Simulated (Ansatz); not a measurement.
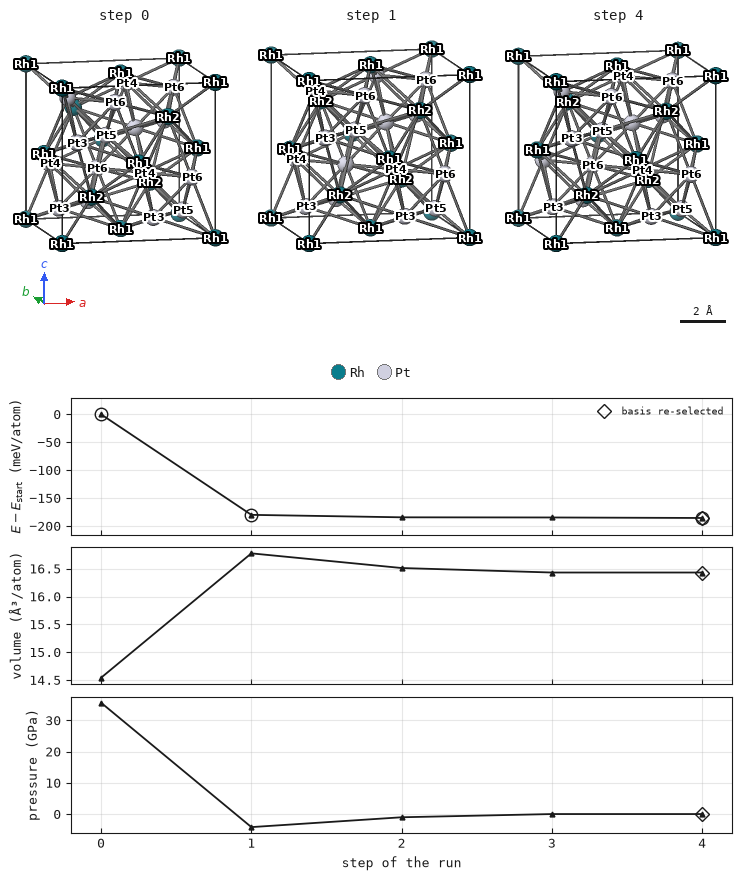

Frames of a relaxation of a crystal of Pt₂Rh (built on the cubic Laves (C15)_227 type) (coarse preliminary run), marked on the history of the run. The picture is a ball-and-stick view of the conventional cell (4 times the calculation's cell), seen slightly off an axis. Lengths and directions refer to the drawn axes.

Case: cubic Laves (C15) type (Fd-3m, No. 227).

Theory: DFT PBE, scalar-relativistic, plane waves, PAW in Ansatz 0.2.0. Settings: plane-wave cutoff 420 eV; k-point mesh 4 × 4 × 4; occupations gaussian; smearing width 0.1 eV; no spin polarisation; cell and atoms relaxed; force threshold 0.04 eV/Å; at most 70 steps.

**Describe the path.**

No atom moves by more than 0.005 Å relative to the cell. Cell: a = b = c 7.041 → 7.333 Å (+4.2 %). Volume +13.0 %. Among the contacts that change: Rh1–Rh2 3.049 → 3.175 Å, Rh1–Pt3 2.919 → 3.040 Å, Pt3–Pt4 2.489 → 2.593 Å. The space group stays Fd-3m (No. 227). The energy falls by 185 meV per atom in 3 accepted moves (4 points after the start). All forces vanish by symmetry, so only the cell relaxes. Pressure: 35.67 GPa at the start and 0.04 GPa at the end. At 1 point the geometry stayed and the basis and grid were re-selected for the new cell (energy shift of 0.9 meV per atom at most each time). Cost: 14 s on 1 thread of Arm Neoverse V2, on a shared host, peak memory 0.38 GiB. From step 0 to 1: volume +15.3 %, energy −180 meV per atom. From step 1 to 4: volume −2.1 %, energy −5.6 meV per atom.
